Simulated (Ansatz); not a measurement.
## Nudged elastic band of CH$_{8}$N$_{2}$OSi

CH$_{8}$N$_{2}$OSi, computed with UKS PBE-D4/6-31G* (Ansatz 0.2.0).

One setting was made poor on purpose. It belongs to a series of runs on one base structure; here: band between the two ends. Figures and captions count atoms from 1; the log counts them from 0 in places.

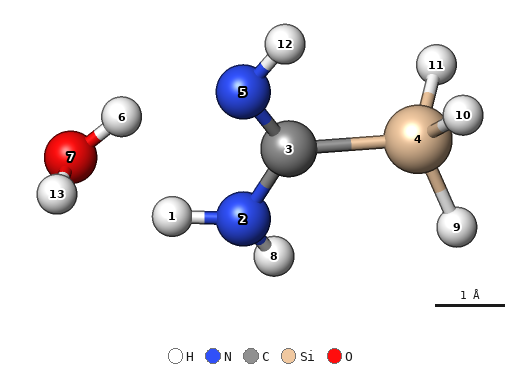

Figure 1. The structure as given in the input (ball-and-stick view, seen at a tilt; atoms are numbered from 1 in the order of the input). Bond lengths as drawn: C–N 1.31 to 1.37 Å, C–Si 1.92 Å, H–N 1.01 to 1.04 Å, H–O 0.98 to 1.01 Å and H–Si 1.50 Å.

## Summary

| quantity | value |
| --- | --- |
| outcome | converged |
| barrier, forward | 0.512 eV |
| barrier, backward | 0.511 eV |
| hardware | 4 threads of Arm Neoverse N1, 16 GiB of memory available, shared host |
| wall time | 1.7 min (CPU time 6.4 min) |
| peak memory | 0.18 GiB |

A deliberately poor setting: loose force. The order of the saddle point was not checked.

## Input
```yaml
crystal:
  periodic: [false, false, false]
  atoms:
    - { symbol: H, position_ang: [0.407477, 1.100205, 1.370208] }
    - { symbol: "N", position_ang: [0.112797, 0.117878, 1.192128] }
    - { symbol: C, position_ang: [-0.08495, -0.217239, -0.117249] }
    - { symbol: Si, position_ang: [-0.889118, -1.917908, -0.488305] }
    - { symbol: "N", position_ang: [0.280947, 0.621347, -1.052592] }
    - { symbol: H, position_ang: [0.750247, 2.188698, -0.237033] }
    - { symbol: O, position_ang: [0.977356, 2.718383, 0.589095] }
    - { symbol: H, position_ang: [-0.318889, -0.423323, 1.933977] }
    - { symbol: H, position_ang: [-0.809544, -2.835562, 0.69819] }
    - { symbol: H, position_ang: [-0.175608, -2.530853, -1.654156] }
    - { symbol: H, position_ang: [-2.330039, -1.723227, -0.852931] }
    - { symbol: H, position_ang: [0.125751, 0.242805, -1.993778] }
    - { symbol: H, position_ang: [1.953473, 2.658795, 0.612548] }
magnetization:
  spin_polarized: true
basis:
  gaussian: { orbitals: "6-31G*" }
hamiltonian:
  xc: pbe
  dispersion: d4
neb:
  order_check: false
  images: 7
  f_tol: 0.5
  max_iterations: 60
  final_atoms:
    - { symbol: H, position_ang: [0.5852209, 1.87502716, 1.24008386] }
    - { symbol: "N", position_ang: [0.03122076, 0.13571401, 1.24454123] }
    - { symbol: C, position_ang: [-0.08852022, -0.24729946, -0.00109527] }
    - { symbol: Si, position_ang: [-0.88838002, -1.91332045, -0.51082628] }
    - { symbol: "N", position_ang: [0.36428071, 0.57274071, -0.99521827] }
    - { symbol: H, position_ang: [0.63960947, 1.53231749, -0.70046523] }
    - { symbol: O, position_ang: [0.94652868, 2.68448192, 0.76089068] }
    - { symbol: H, position_ang: [-0.29572293, -0.58182668, 1.90094659] }
    - { symbol: H, position_ang: [-0.71861106, -2.87031762, 0.62900667] }
    - { symbol: H, position_ang: [-0.25468793, -2.47446825, -1.75152041] }
    - { symbol: H, position_ang: [-2.35235215, -1.71804859, -0.77324016] }
    - { symbol: H, position_ang: [0.12255345, 0.39231772, -1.96410457] }
    - { symbol: H, position_ang: [1.90876034, 2.61268103, 0.92110316] }
  initial_path:
    images:
      - { positions_ang: [[0.407477, 1.100205, 1.370208], [0.112797, 0.117878, 1.192128], [-0.08495, -0.217239, -0.117249], [-0.889118, -1.917908, -0.488305], [0.280947, 0.621347, -1.052592], [0.750247, 2.188698, -0.237033], [0.977356, 2.718383, 0.589095], [-0.318889, -0.423323, 1.933977], [-0.809544, -2.835562, 0.69819], [-0.175608, -2.530853, -1.654156], [-2.330039, -1.723227, -0.852931], [0.125751, 0.242805, -1.993778], [1.953473, 2.658795, 0.612548]] }
      - { positions_ang: [[0.42813736, 1.18597363, 1.33247965], [0.10478739, 0.13032363, 1.19341961], [-0.08668215, -0.2149908, -0.10023929], [-0.88600369, -1.91286762, -0.48959809], [0.28599933, 0.62325349, -1.03460966], [0.72707732, 2.08908822, -0.28198695], [0.9570223, 2.66317123, 0.59711531], [-0.30175093, -0.42430519, 1.93492276], [-0.79671717, -2.82398751, 0.68923452], [-0.17475319, -2.50986642, -1.6542074], [-2.31878528, -1.70660362, -0.84408191], [0.13400243, 0.28067738, -1.98199706], [1.92756628, 2.62013259, 0.6396505]] }
      - { positions_ang: [[0.44879771, 1.27174227, 1.29475131], [0.09677778, 0.14276925, 1.19471123], [-0.08841429, -0.2127426, -0.08322957], [-0.88288938, -1.90782724, -0.49089118], [0.29105166, 0.62515999, -1.01662731], [0.70390765, 1.98947845, -0.32694091], [0.9366886, 2.60795946, 0.60513563], [-0.28461286, -0.42528739, 1.93586851], [-0.78389035, -2.81241303, 0.68027903], [-0.17389839, -2.48887985, -1.6542588], [-2.30753156, -1.68998024, -0.83523282], [0.14225386, 0.31854975, -1.97021612], [1.90165955, 2.58147017, 0.66675301]] }
      - { positions_ang: [[0.46945807, 1.3575109, 1.25702296], [0.08876817, 0.15521488, 1.19600284], [-0.09014644, -0.2104944, -0.06621986], [-0.87977506, -1.90278687, -0.49218427], [0.29610399, 0.62706648, -0.99864497], [0.68073797, 1.88986867, -0.37189486], [0.91635491, 2.55274769, 0.61315594], [-0.26747479, -0.42626958, 1.93681427], [-0.77106352, -2.80083854, 0.67132355], [-0.17304358, -2.46789327, -1.6543102], [-2.29627784, -1.67335686, -0.82638374], [0.15050529, 0.35642213, -1.95843519], [1.87575283, 2.54280776, 0.69385551]] }
      - { positions_ang: [[0.49011843, 1.44327954, 1.21929462], [0.08075856, 0.16766051, 1.19729446], [-0.09187858, -0.2082462, -0.04921014], [-0.87666075, -1.89774649, -0.49347735], [0.30115632, 0.62897297, -0.98066262], [0.65756829, 1.7902589, -0.41684881], [0.89602121, 2.49753593, 0.62117625], [-0.25033671, -0.42725177, 1.93776002], [-0.75823669, -2.78926406, 0.66236806], [-0.17218878, -2.4469067, -1.6543616], [-2.28502412, -1.65673348, -0.81753465], [0.15875672, 0.3942945, -1.94665425], [1.84984611, 2.50414535, 0.72095802]] }
      - { positions_ang: [[0.51389405, 1.55121644, 1.22449193], [0.06837411, 0.15967388, 1.20910615], [-0.09103899, -0.21800951, -0.03718142], [-0.87959057, -1.90163998, -0.49781459], [0.31693742, 0.61491491, -0.98430154], [0.65307859, 1.72577355, -0.48775292], [0.90864808, 2.54427242, 0.65610486], [-0.26168327, -0.4658955, 1.92855667], [-0.74833028, -2.80952745, 0.65402771], [-0.19281357, -2.45379709, -1.6786513], [-2.30185613, -1.67206225, -0.80646103], [0.1497059, 0.39380031, -1.95101683], [1.86457467, 2.53127927, 0.7709943]] }
      - { positions_ang: [[0.53766967, 1.65915335, 1.22968924], [0.05598966, 0.15168726, 1.22091784], [-0.0901994, -0.22777283, -0.0251527], [-0.88252039, -1.90553347, -0.50215182], [0.33271852, 0.60085684, -0.98794045], [0.64858888, 1.6612882, -0.55865702], [0.92127494, 2.59100892, 0.69103347], [-0.27302982, -0.50453923, 1.91935331], [-0.73842387, -2.82979084, 0.64568736], [-0.21343835, -2.46068747, -1.702941], [-2.31868814, -1.68739103, -0.7953874], [0.14065508, 0.39330611, -1.95537941], [1.87930322, 2.55841319, 0.82103059]] }
      - { positions_ang: [[0.56144528, 1.76709025, 1.23488655], [0.04360521, 0.14370064, 1.23272954], [-0.08935981, -0.23753614, -0.01312399], [-0.88545021, -1.90942696, -0.50648905], [0.34849961, 0.58679878, -0.99157936], [0.64409918, 1.59680285, -0.62956112], [0.93390181, 2.63774542, 0.72596207], [-0.28437638, -0.54318295, 1.91014995], [-0.72851746, -2.85005423, 0.63734702], [-0.23406314, -2.46757786, -1.72723071], [-2.33552014, -1.70271981, -0.78431378], [0.13160426, 0.39281191, -1.95974199], [1.89403178, 2.58554711, 0.87106687]] }
      - { positions_ang: [[0.5852209, 1.87502716, 1.24008386], [0.03122076, 0.13571401, 1.24454123], [-0.08852022, -0.24729946, -0.00109527], [-0.88838002, -1.91332045, -0.51082628], [0.36428071, 0.57274071, -0.99521827], [0.63960947, 1.53231749, -0.70046523], [0.94652868, 2.68448192, 0.76089068], [-0.29572293, -0.58182668, 1.90094659], [-0.71861106, -2.87031762, 0.62900667], [-0.25468793, -2.47446825, -1.75152041], [-2.35235215, -1.71804859, -0.77324016], [0.12255345, 0.39231772, -1.96410457], [1.90876034, 2.61268103, 0.92110316]] }
```

Command:
```bash
ansatz run input.yaml --threads 4 --pin off --max-ram 5120MiB --backend cpu --events-out ev --progress --plain --runs-dir out
```

## Log
```
Engine: ansatz 0.2.0, aarch64-unknown-linux-gnu
Functional definition: PBE
  parameter kappa = 0.804
  parameter beta = 0.06672455060314922
  exchange = pbe_x(kappa = kappa, mu = beta*pi^2/3)
  correlation = pbe_c(beta = beta)
1228 factors; their error is unknown
mean field evaluation 1: about -14047.7797 eV, gradient 5.5e1 eV
mean field evaluation 2: about -14000.4984 eV, gradient 1.1e2 eV
mean field evaluation 4: about -14058.2428 eV, gradient 1.8e1 eV
mean field evaluation 8: about -14059.6104 eV, gradient 9.0e-2 eV
mean field evaluation 16: about -14059.5218 eV, gradient 7.3e-5 eV
mean field -14059.52175771 eV, -516.6778947098 hartree, gradient 1.5e-5 eV, S^2 0.000000; 0 other end points of the search recorded, 0 dependent functions left out
the calculation of the forces begins
reference -14059.52179206 eV, -516.6778959720 hartree; 25, 25 occupied and 70, 70 virtual orbitals, 1228 factors
1228 factors; their error is unknown
mean field evaluation 32: about -14059.5211 eV, gradient 2.0e-3 eV
mean field -14059.52107710 eV, -516.6778696976 hartree, gradient 1.4e-5 eV, S^2 0.000000; 0 other end points of the search recorded, 0 dependent functions left out
[... from here on the field's lines of each further geometry are left out, up to the last ...]
NEB iter   1: max|band force component| = 2.336e0 eV/Å  barrier→ = 0.6949 eV  barrier← = 0.6942 eV  Δτ_max = 0.0653 Å  (289 SCF iters)
NEB iter   2: max|band force component| = 1.273e0 eV/Å  barrier→ = 0.5459 eV  barrier← = 0.5452 eV  Δτ_max = 0.0701 Å  (233 SCF iters)
NEB iter   3: max|band force component| = 8.974e-1 eV/Å  barrier→ = 0.5225 eV  barrier← = 0.5218 eV  Δτ_max = 0.0287 Å  (231 SCF iters)
the calculation of the forces begins
reference -14059.49898923 eV, -516.6770579836 hartree; 25, 25 occupied and 70, 70 virtual orbitals, 1228 factors
1228 factors; their error is unknown
mean field evaluation 448: about -14048.0578 eV, gradient 5.3e1 eV
mean field -14059.00503643 eV, -516.6589055530 hartree, gradient 3.1e-5 eV, S^2 0.000000; 1 other end points of the search recorded, 0 dependent functions left out
the calculation of the forces begins
reference -14059.00506976 eV, -516.6589067777 hartree; 25, 25 occupied and 70, 70 virtual orbitals, 1228 factors
NEB iter   4: max|band force component| = 1.813e-1 eV/Å  barrier→ = 0.5119 eV  barrier← = 0.5112 eV  CI = image 4  Δτ_max = 0.0000 Å  (465 SCF iters)
```

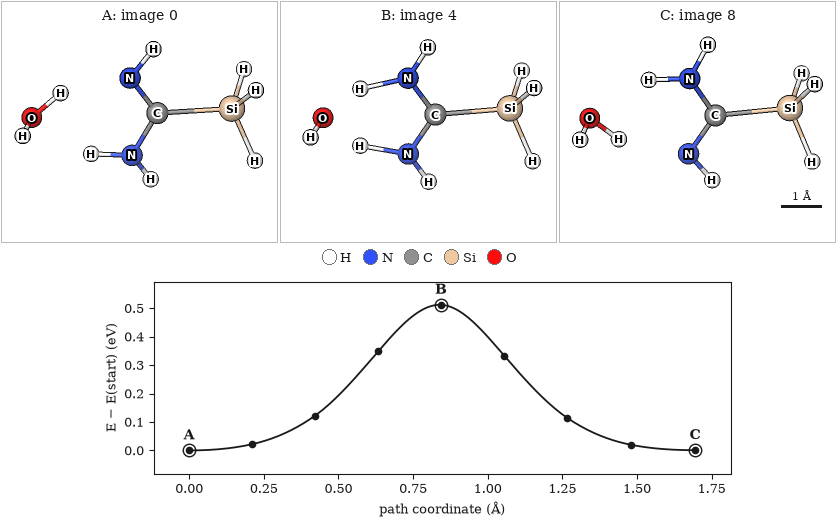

Figure 2. Images of the last band (counted from 0; ball-and-stick, seen at a tilt) above the energy along the path; the line is a cubic interpolation that uses the forces. The highest image is number 4, 0.512 eV above the start and 0.511 eV above the end (the climbing image); the end lies 0.001 eV above the start. The path is 1.69 Å long. The band converged in 4 iterations.

```
Total energy: -14059.25292166 eV, -516.6680151669 hartree
Atom 0 at     0.487318     1.399162     1.228624 Å, force    -0.058884    -0.085487     0.069015 eV/Å
Atom 1 at     0.068530     0.216317     1.229593 Å, force     0.022713    -0.005522    -0.130994 eV/Å
Atom 2 at    -0.072425    -0.176365    -0.042153 Å, force    -0.075211     0.014221    -0.000153 eV/Å
Atom 3 at    -0.865192    -1.861108    -0.484672 Å, force     0.000065    -0.056599    -0.011243 eV/Å
Atom 4 at     0.304777     0.684214    -0.995690 Å, force     0.009758    -0.031196     0.130847 eV/Å
Atom 5 at     0.662402     1.743581    -0.443941 Å, force    -0.048155    -0.078613    -0.160088 eV/Å
Atom 6 at     0.859317     2.451387     0.609118 Å, force     0.120321     0.163259     0.080744 eV/Å
Atom 7 at    -0.228353    -0.424067     1.964751 Å, force     0.000154    -0.006981    -0.024223 eV/Å
Atom 8 at    -0.752322    -2.797073     0.686924 Å, force     0.002715     0.049010    -0.052067 eV/Å
Atom 9 at    -0.167943    -2.449460    -1.679999 Å, force    -0.030662     0.028381     0.055661 eV/Å
Atom 10 at    -2.317738    -1.670863    -0.820896 Å, force     0.074206     0.007466     0.021990 eV/Å
Atom 11 at     0.188048     0.409984    -1.970379 Å, force    -0.000065    -0.014447     0.021412 eV/Å
Atom 12 at     1.833480     2.474291     0.718821 Å, force    -0.016955     0.016508    -0.000901 eV/Å
Dipole moment:     0.088402    -0.523701    -0.103291 e Å
this run last wrote the band of iteration 4 to [file]
```

## The last band as extended XYZ (Å, eV, eV/Å)
```
13
Properties=species:S:1:pos:R:3:forces:R:3 image=0 energy=-14059.76479
H     0.4075    1.1002    1.3702    0.0030  -0.0001   0.0047
N     0.1128    0.1179    1.1921   -0.0006   0.0039  -0.0033
C    -0.0849   -0.2172   -0.1172    0.0093  -0.0214   0.0029
Si   -0.8891   -1.9179   -0.4883    0.0002   0.0059  -0.0013
N     0.2809    0.6213   -1.0526   -0.0096   0.0090   0.0035
H     0.7502    2.1887   -0.2370    0.0003  -0.0025  -0.0022
O     0.9774    2.7184    0.5891    0.0026   0.0045  -0.0008
H    -0.3189   -0.4233    1.9340   -0.0026  -0.0006  -0.0020
H    -0.8095   -2.8356    0.6982   -0.0008   0.0008   0.0015
H    -0.1756   -2.5309   -1.6542    0.0013  -0.0013  -0.0002
H    -2.3300   -1.7232   -0.8529   -0.0030   0.0015   0.0012
H     0.1258    0.2428   -1.9938    0.0028  -0.0011  -0.0060
H     1.9535    2.6588    0.6125   -0.0030   0.0013   0.0022
13
Properties=species:S:1:pos:R:3:forces:R:3 image=1 energy=-14059.74259
H     0.3878    1.1500    1.3545   -0.0317  -0.0694   0.0705
N     0.1028    0.1543    1.1995   -0.0064  -0.0384  -0.0534
C    -0.0754   -0.2009   -0.1049   -0.0283  -0.0176  -0.0645
Si   -0.8781   -1.8955   -0.4845    0.0097  -0.0110   0.0012
N     0.2855    0.6354   -1.0479   -0.0013  -0.0698   0.0141
H     0.7422    2.0919   -0.2725    0.0068   0.1460   0.0294
O     0.9382    2.6525    0.5552    0.0647   0.1202   0.0175
H    -0.2788   -0.4104    1.9507   -0.0215  -0.0002  -0.0083
H    -0.7802   -2.8207    0.6952   -0.0107  -0.0114  -0.0140
H    -0.1693   -2.4858   -1.6657   -0.0169  -0.0180   0.0121
H    -2.3229   -1.6941   -0.8326    0.0115  -0.0151   0.0085
H     0.1412    0.2666   -1.9931   -0.0237  -0.0640   0.0020
H     1.9070    2.5567    0.6461    0.0477   0.0488  -0.0152
13
Properties=species:S:1:pos:R:3:forces:R:3 image=2 energy=-14059.64207
H     0.3991    1.2082    1.3196   -0.1696  -0.3881   0.2035
N     0.0899    0.1898    1.2071    0.0192   0.0164  -0.0544
C    -0.0719   -0.1861   -0.0883   -0.0519  -0.0212  -0.1830
Si   -0.8718   -1.8775   -0.4828    0.0147  -0.0138   0.0085
N     0.2937    0.6528   -1.0338   -0.0244  -0.2051  -0.0061
H     0.7326    1.9677   -0.3054    0.0761   0.4694   0.2349
O     0.8975    2.5662    0.5428    0.1434   0.2390  -0.1614
H    -0.2437   -0.3958    1.9656   -0.0148   0.0278  -0.0016
H    -0.7635   -2.8078    0.6917   -0.0140  -0.0146  -0.0162
H    -0.1675   -2.4596   -1.6718   -0.0178  -0.0100   0.0245
H    -2.3189   -1.6784   -0.8242    0.0202  -0.0119   0.0154
H     0.1588    0.3152   -1.9890   -0.0523  -0.1596  -0.0247
H     1.8655    2.5052    0.6686    0.0713   0.0715  -0.0395
13
Properties=species:S:1:pos:R:3:forces:R:3 image=3 energy=-14059.41686
H     0.4371    1.2880    1.2711   -0.3201  -0.6949   0.3056
N     0.0767    0.2171    1.2177    0.0431   0.0528  -0.0351
C    -0.0705   -0.1770   -0.0654   -0.0740   0.0137  -0.2186
Si   -0.8672   -1.8657   -0.4829    0.0141  -0.0277   0.0127
N     0.3009    0.6705   -1.0131   -0.0424  -0.2472  -0.0093
H     0.7020    1.8473   -0.3612    0.1850   0.6197   0.4453
O     0.8702    2.4882    0.5591    0.1774   0.2794  -0.3645
H    -0.2265   -0.3983    1.9699    0.0382   0.1170  -0.0225
H    -0.7554   -2.7996    0.6887   -0.0089   0.0029  -0.0239
H    -0.1675   -2.4501   -1.6759   -0.0190   0.0177   0.0453
H    -2.3169   -1.6721   -0.8213    0.0432   0.0025   0.0210
H     0.1762    0.3712   -1.9793   -0.0552  -0.1856  -0.0594
H     1.8407    2.4804    0.6927    0.0187   0.0496  -0.0966
13
Properties=species:S:1:pos:R:3:forces:R:3 image=5 energy=-14059.43108
H     0.5385    1.5258    1.2046    0.2449   0.7519  -0.1204
N     0.0618    0.1960    1.2391   -0.0402  -0.2524  -0.1242
C    -0.0748   -0.1870   -0.0217   -0.1209  -0.0671   0.1986
Si   -0.8667   -1.8648   -0.4890    0.0135  -0.0277  -0.0219
N     0.3103    0.6797   -0.9838    0.0334   0.0077   0.0754
H     0.6264    1.6623   -0.5361   -0.2123  -0.4674  -0.6188
O     0.8593    2.4671    0.6726    0.0860   0.1011   0.4898
H    -0.2402   -0.4642    1.9541   -0.0615  -0.1897  -0.0348
H    -0.7497   -2.7966    0.6829    0.0073   0.0404  -0.0448
H    -0.1711   -2.4508   -1.6850   -0.0288  -0.0030   0.0193
H    -2.3187   -1.6722   -0.8202    0.0461   0.0005   0.0062
H     0.1888    0.4345   -1.9643    0.0304   0.0961   0.0715
H     1.8360    2.4703    0.7467    0.0021   0.0096   0.1042
13
Properties=species:S:1:pos:R:3:forces:R:3 image=6 energy=-14059.65072
H     0.5726    1.6571    1.2106    0.0979   0.5016  -0.0097
N     0.0507    0.1708    1.2481   -0.0142  -0.1849  -0.0972
C    -0.0798   -0.2053   -0.0065   -0.0910  -0.0912   0.1555
Si   -0.8708   -1.8764   -0.4954    0.0123  -0.0148  -0.0133
N     0.3242    0.6485   -0.9831    0.0159  -0.0116   0.0734
H     0.6037    1.6125   -0.6171   -0.1014  -0.2416  -0.3587
O     0.8803    2.5340    0.7247    0.0915   0.1358   0.2582
H    -0.2577   -0.5193    1.9359   -0.0506  -0.1444  -0.0579
H    -0.7451   -2.8052    0.6753   -0.0006   0.0066  -0.0339
H    -0.1813   -2.4572   -1.6968   -0.0279  -0.0178   0.0044
H    -2.3234   -1.6788   -0.8174    0.0256  -0.0118  -0.0033
H     0.1712    0.4338   -1.9631   -0.0135   0.0280   0.0097
H     1.8553    2.4855    0.7848    0.0560   0.0460   0.0728
13
Properties=species:S:1:pos:R:3:forces:R:3 image=7 energy=-14059.74490
H     0.5801    1.7832    1.2328    0.0055   0.1282   0.0310
N     0.0393    0.1491    1.2504    0.0059  -0.0504  -0.0474
C    -0.0839   -0.2266    0.0000   -0.0411  -0.0392   0.0542
Si   -0.8766   -1.8937   -0.5032    0.0069  -0.0140  -0.0066
N     0.3430    0.6111   -0.9880   -0.0076  -0.0617   0.0318
H     0.6057    1.5734   -0.6718   -0.0109  -0.0204  -0.0883
O     0.9162    2.6169    0.7560    0.0604   0.1089   0.0393
H    -0.2775   -0.5633    1.9152   -0.0204  -0.0519  -0.0358
H    -0.7355   -2.8298    0.6588   -0.0059  -0.0069  -0.0242
H    -0.2058   -2.4675   -1.7186   -0.0207  -0.0134   0.0042
H    -2.3328   -1.6939   -0.8056    0.0155  -0.0133  -0.0026
H     0.1412    0.4153   -1.9628   -0.0203   0.0005   0.0050
H     1.8865    2.5258    0.8369    0.0329   0.0335   0.0393
13
Properties=species:S:1:pos:R:3:forces:R:3 image=8 energy=-14059.76409
H     0.5852    1.8750    1.2401    0.0075   0.0037  -0.0038
N     0.0312    0.1357    1.2445    0.0063   0.0094   0.0087
C    -0.0885   -0.2473   -0.0011   -0.0074  -0.0170  -0.0042
Si   -0.8884   -1.9133   -0.5108    0.0013   0.0002  -0.0041
N     0.3643    0.5727   -0.9952    0.0084  -0.0067   0.0135
H     0.6396    1.5323   -0.7005   -0.0013   0.0067  -0.0050
O     0.9465    2.6845    0.7609   -0.0045   0.0062  -0.0031
H    -0.2957   -0.5818    1.9009   -0.0041  -0.0021  -0.0038
H    -0.7186   -2.8703    0.6290    0.0007  -0.0010  -0.0011
H    -0.2547   -2.4745   -1.7515   -0.0027   0.0023   0.0021
H    -2.3524   -1.7180   -0.7732    0.0021   0.0006   0.0015
H     0.1226    0.3923   -1.9641   -0.0029   0.0044  -0.0037
H     1.9088    2.6127    0.9211   -0.0034  -0.0068   0.0031
```
